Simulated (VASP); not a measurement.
Band structure of CdTe (space group F-43m). Computed with PBE GGA, VASP's PBE PAW potentials (set 64) (plane waves; VASP).

Unless said otherwise, spin-orbit coupling is left out, though it shifts the bands of the heavy elements here.

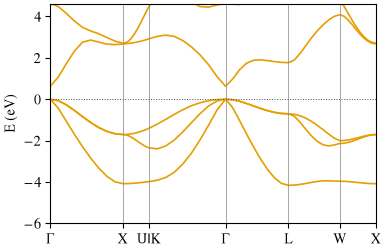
Figure. Bands along high-symmetry lines, zero at the valence-band maximum or, without a gap, the Fermi level

Read the plot: is there a gap, and where are the band edges?

The gap is direct, 0.62 eV, from the valence maximum at Γ to the conduction minimum at Γ.

The structure comes from a computed database's CdTe entry; how it stands against other phases isn't given here. The cell was not relaxed at this level.
